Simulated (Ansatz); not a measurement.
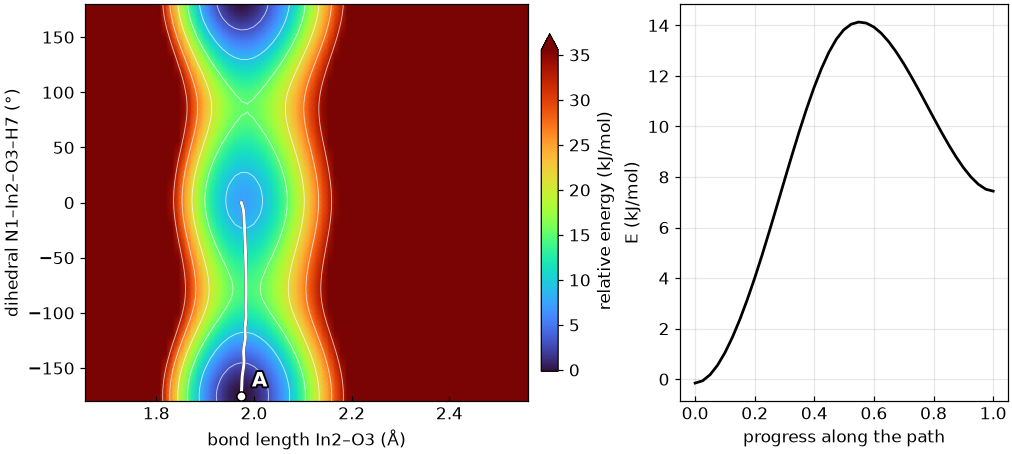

ClH₃InNO, SMILES [NH2][In]([OH])[Cl]. 
- First axis: bond length In2–O3. Second axis: dihedral N1–In2–O3–H7.
- Nothing is relaxed (all other coordinates rigid).
- Grid: 7 × 8 points.
- Energies are in kJ/mol, from the relaxed molecule at the same level.
- The calculation used RKS PBE0-D4/def2-TZVP (Ansatz).

The picture shows a smooth colour map with a few white contour lines, a line along the lowest path, one colour for all values above the top of the scale, the energy along the path at the right, the start A. Between grid points the surface is interpolated.

**Describe the path and its barrier.**

The easiest path leads from the well at bond length In2–O3 = 1.957 Å, dihedral N1–In2–O3–H7 = −180° to the well at bond length In2–O3 = 1.957 Å, dihedral N1–In2–O3–H7 = 0°, about 7.6 kJ/mol higher. Its highest point lies about 14 kJ/mol above the bottom of the first well on the interpolated surface, at about bond length In2–O3 = 1.98 Å, dihedral N1–In2–O3–H7 = −80°. Seen from the upper well the barrier is about 6.7 kJ/mol. The start is the relaxed structure and all else is held, so a fully relaxed path at this level can only be lower.
